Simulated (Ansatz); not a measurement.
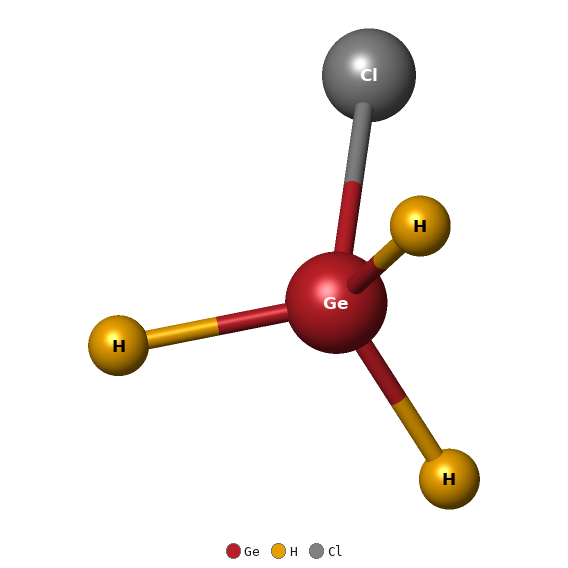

Sticks follow a distance rule. Harmonic vibrations computed with RKS PBE0-D4/def2-TZVP (Ansatz 0.2.0) at a stationary point of the same level.

### Is this a minimum or a saddle point?

A minimum: no imaginary frequency, and the lowest mode lies at 427 cm⁻¹.

### How many vibrational modes are there, and where do they lie?

9 modes: 427, 596, 596, 849, 871, 871, 2178, 2189, 2189 cm⁻¹.
